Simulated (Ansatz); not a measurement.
```xyz
5
charge 0, multiplicity 1
Si   -0.1247    0.3583    0.5602
Cl    1.3808   -1.0225    0.7695
H     0.4308    1.7044    0.8286
H    -1.1950    0.0383    1.5322
H    -0.6447    0.2811   -0.8241
```

Describe the molecule in this file.

The molecule is ClH3Si. This geometry has C3v symmetry. Coordination: 1 Si tetrahedral.

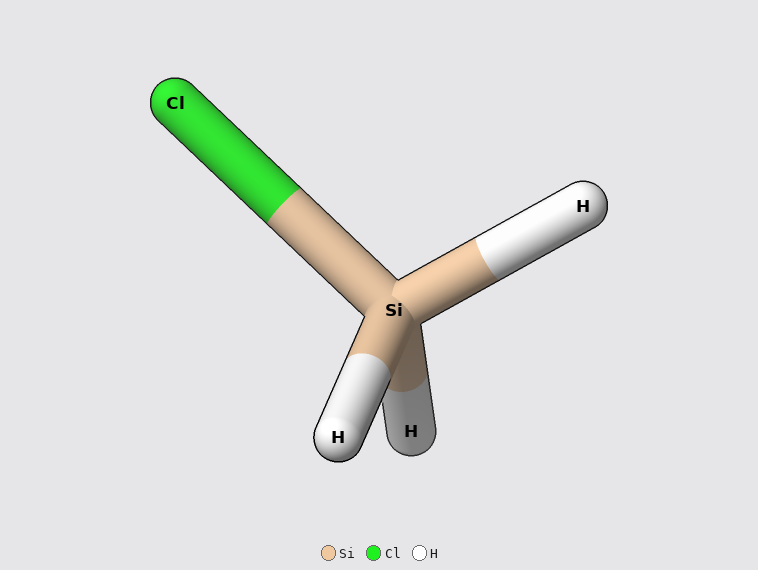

The picture comes from a calculation with Ansatz.
